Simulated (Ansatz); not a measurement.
## HfB2 (P6/mmm): Drude plasma energy along x against volume

The cell of HfB2 (P6/mmm) is scaled evenly and the response computed anew at each volume, on one mesh. The atoms keep their fractional positions. x, y and z are the Cartesian axes of the input cell.

Cell: a, b, c = 3.140, 3.140, 3.480 Å (primitive vectors), 3 atoms.

Method: Ansatz 0.2.0, PBEsol, independent particles, k-mesh 15×15×11 with interpolation inside its cells, Gaussian parameter 0.1 eV.

Launch of the response step: `ansatz run input.yaml --threads 4 --pin off --max-ram 8192MiB --backend cpu --events-out ev --progress --plain --runs-dir out`. The series took 23.8 min in all, on 4 threads of Intel(R) Xeon(R) Processor @ 2.50GHz (Skylake/Cascade Lake) (shared host).

| V/V₀ | V (Å³, primitive cell) | Drude plasma energy along x (eV) |
| --- | --- | --- |
| 0.94 | 27.93 | 4.916 |
| 0.96 | 28.53 | 4.851 |
| 0.98 | 29.12 | 4.788 |
| 1.00 | 29.71 | 4.726 |
| 1.02 | 30.31 | 4.666 |
| 1.04 | 30.90 | 4.608 |
| 1.06 | 31.50 | ? |

For small changes the quantity should be close to linear in ln V.

Working, on the rows shown:

| x = ln(V/V₀) | y = Drude plasma energy along x |
| --- | --- |
| -0.0618754 | 4.916 |
| -0.040822 | 4.851 |
| -0.0202027 | 4.788 |
| 0 | 4.726 |
| 0.0198026 | 4.666 |
| 0.0392207 | 4.608 |

Means: x̄ = -0.010646, ȳ = 4.7592. Σ(x − x̄)(y − ȳ) = -0.02181, Σ(x − x̄)² = 0.007154. Slope = -0.02181 / 0.007154 = -3.049; intercept = ȳ − slope · x̄ = 4.7267. The line misses the rows shown by at most 0.00086 eV.

Q: Predict the last column of the withheld row from the fit.

A: At x = 0.058269 the line gives y = 4.5491 eV. The run gave 4.551 eV, so the extrapolation is off by 0.0019 eV, 0.5 % of the range in the table.

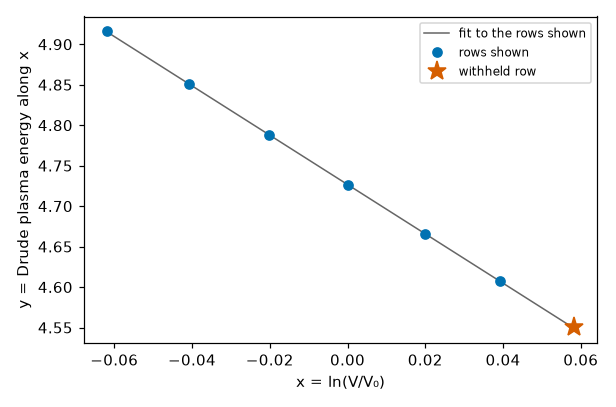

Between the rows on either side of x = 0 the slope is (4.666 − 4.788) / (0.019803 − (-0.020203)) = -3.05. So d ln ωp/d ln V = -0.65; free electrons would give −0.50. The values come from a sum over the points of one k-mesh and carry its error, which is largest for Fermi-surface quantities. Spin-orbit coupling is left out.
